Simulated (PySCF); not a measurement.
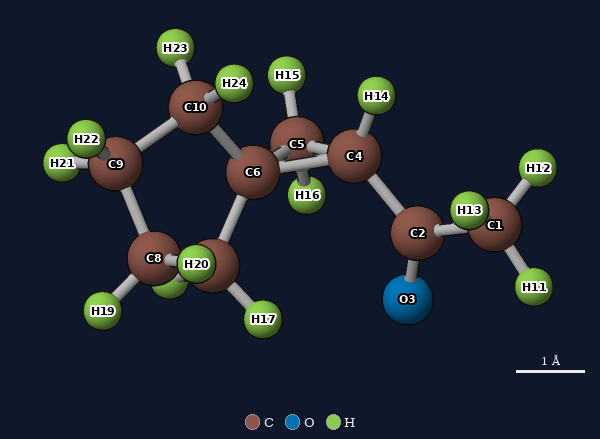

Figure 1. The input geometry (ball-and-stick view, seen at a tilt; atoms are numbered from 1 in the order of the input). Bond lengths as drawn: C–C 1.48 to 1.53 Å, C–H 1.09 to 1.10 Å and C–O 1.21 Å.

## C₉H₁₄O: NMR shielding calculation

The run: NMR shielding calculation of C₉H₁₄O, SMILES CC(=O)[C@H]1CC12CCCC2. Method and program: GIAO PBE0/pcSseg-1 NMR shielding, non-relativistic, IEF-PCM chloroform (PySCF 2.14.0).

The geometry comes from this level: PBE0-D3(BJ)/def2-SVP. It belongs to a series of runs on one base structure; here: solvent chloroform. Figures and captions count atoms from 1; the log counts them from 0 in places.

What the program printed
```
coarse grid: 19544 points
cycle   1  E = -425.8349671298  dE =  1.440e+00  |g| = 8.099e-01  |ddm| = 4.347e+00
cycle   2  E = -425.5598285366  dE =  2.751e-01  |g| = 1.458e+00  |ddm| = 2.132e+00
cycle   3  E = -425.9646649702  dE = -4.048e-01  |g| = 1.832e-01  |ddm| = 1.594e+00
cycle   4  E = -425.9721460250  dE = -7.481e-03  |g| = 4.973e-02  |ddm| = 1.916e-01
cycle   5  E = -425.9726829479  dE = -5.369e-04  |g| = 1.325e-02  |ddm| = 5.380e-02
cycle   6  E = -425.9727204729  dE = -3.752e-05  |g| = 4.622e-03  |ddm| = 1.585e-02
cycle   7  E = -425.9727252931  dE = -4.820e-06  |g| = 8.650e-04  |ddm| = 4.546e-03
final grid: 187288 points
cycle   8  E = -426.0440724117  dE = -5.083e-05  |g| = 1.308e-02  |ddm| = 5.296e-02
cycle   9  E = -426.0440075434  dE =  6.487e-05  |g| = 2.254e-02  |ddm| = 2.950e-02
cycle  10  E = -426.0441089610  dE = -1.014e-04  |g| = 2.723e-03  |ddm| = 1.922e-02
cycle  11  E = -426.0441104753  dE = -1.514e-06  |g| = 2.398e-04  |ddm| = 2.252e-03
cycle  12  E = -426.0441104825  dE = -7.212e-09  |g| = 1.712e-04  |ddm| = 3.934e-04
cycle  13  E = -426.0441104895  dE = -6.960e-09  |g| = 2.527e-05  |ddm| = 1.744e-04
cycle  14  E = -426.0441104896  dE = -1.345e-10  |g| = 7.710e-06  |ddm| = 2.915e-05
```

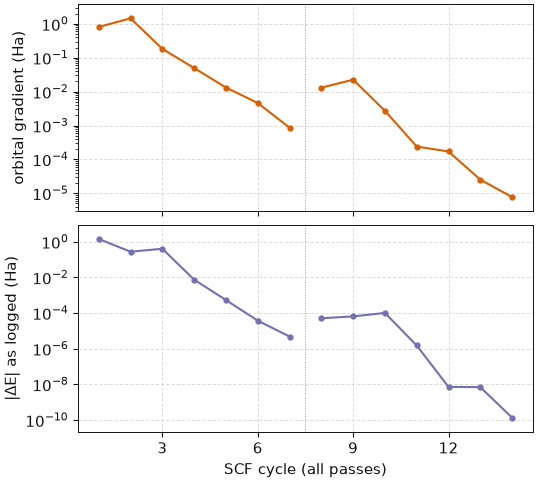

Figure 2. Convergence of the self-consistent field: orbital gradient and size of the energy change against the SCF cycle. The dotted line marks the change from a coarse to the final integration grid. The first 7 cycles use a coarse grid, the final grid takes over at cycle 8, and the field converges after 14 cycles in all.

```
converged SCF energy = -426.0441104896

GIAO shielding tensors (ppm)
atom      isotropic    diamagn.    paramagn.     s11        s22        s33       span
  0 C      149.407     251.636    -102.228    127.806    129.346    191.070     63.264
  1 C      -30.319     248.451    -278.769   -103.542    -91.473    104.059    207.601
  2 O     -270.330     404.632    -674.962   -817.306   -354.450    360.767   1178.073
  3 C      144.831     256.921    -112.091    105.644    141.966    186.881     81.237
  4 C      157.646     254.471     -96.824    139.068    158.349    175.522     36.455
  5 C      145.822     252.577    -106.754    119.747    134.989    182.732     62.985
  6 C      152.762     245.039     -92.277    130.528    154.866    172.892     42.364
  7 C      154.380     249.446     -95.066    133.112    163.601    166.427     33.315
  8 C      153.835     250.229     -96.394    129.944    161.819    169.743     39.799
  9 C      144.149     245.256    -101.107    114.350    144.698    173.400     59.050
 10 H       29.336      27.251       2.084     25.849     27.256     34.903      9.053
 11 H       28.622      27.143       1.478     25.221     27.860     32.784      7.562
 12 H       28.673      30.343      -1.670     25.348     29.137     31.533      6.185
 13 H       29.476      35.647      -6.171     23.661     29.439     35.328     11.667
 14 H       30.038      32.902      -2.863     24.888     26.791     38.436     13.549
 15 H       30.123      33.218      -3.096     24.850     27.974     37.544     12.694
 16 H       29.622      32.539      -2.917     23.710     30.112     35.044     11.334
 17 H       29.878      31.432      -1.555     24.278     28.540     36.816     12.538
 18 H       29.661      29.456       0.206     24.845     26.605     37.534     12.690
 19 H       29.950      31.568      -1.618     25.713     27.920     36.217     10.504
 20 H       29.662      30.299      -0.637     25.285     27.115     36.587     11.302
 21 H       29.535      29.107       0.428     24.919     26.365     37.323     12.404
 22 H       29.661      30.908      -1.247     24.709     28.622     35.653     10.944
 23 H       29.490      31.771      -2.281     23.392     29.500     35.577     12.185
```

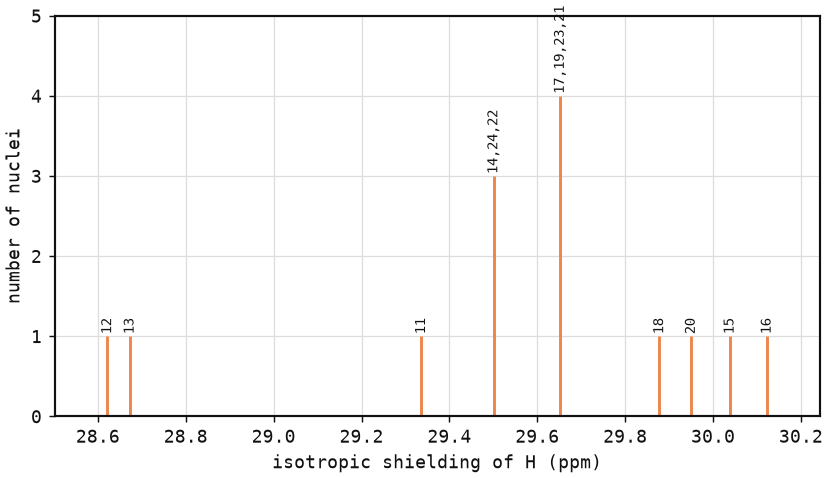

Figure 3. Isotropic shieldings of the hydrogen nuclei in this fixed geometry, labelled by atom number; shielding grows to the right, so chemical shift grows to the left. The least shielded is H12 (28.6 ppm), the most shielded H16 (30.1 ppm).

This output came from the following input.

The input
```
{"job": {"kind": "nmr", "xc": "PBE0", "basis": "pcSseg-1", "solvent": "chloroform", "pop": false}, "charge": 0, "multiplicity": 1}
C      3.119958    -1.014320     1.003174
C      2.193860    -0.742720    -0.155697
O      2.130947    -1.489906    -1.109107
C      1.357077     0.480795    -0.049970
C      0.786922     1.080956    -1.309449
C     -0.143072     0.416390    -0.366173
C     -0.851011    -0.888157    -0.721616
C     -1.948766    -1.012118     0.331920
C     -2.401348     0.433362     0.527080
C     -1.088226     1.221771     0.534541
H      3.635299    -1.970884     0.852750
H      3.861755    -0.203722     1.088251
H      2.555005    -1.032170     1.948696
H      1.622133     1.164929     0.761927
H      0.773781     2.171597    -1.386601
H      1.039471     0.535915    -2.224182
H     -0.171958    -1.748501    -0.778992
H     -1.307193    -0.780381    -1.720478
H     -2.762673    -1.689091     0.031794
H     -1.527065    -1.403802     1.274018
H     -3.021497     0.740497    -0.331976
H     -3.001829     0.592467     1.435421
H     -1.208306     2.260640     0.190103
H     -0.684584     1.267248     1.559545
```

The first line tells a small driver script what to run in PySCF; the rest is the geometry in Å.

Key numbers

| quantity | value |
| --- | --- |
| outcome | converged |
| total energy | −426.044110 hartree |
| HOMO | −7.15 eV |
| LUMO | −0.38 eV |
| dipole moment | 3.58 D |
| isotropic shielding, C | −30.3 to 157.6 ppm |
| isotropic shielding, O | −270.3 ppm |
| isotropic shielding, H | 28.6 to 30.1 ppm |
| hardware | 1 CPU thread, shared host |
| wall time | 54 s |
| peak memory | 1.3 GiB |
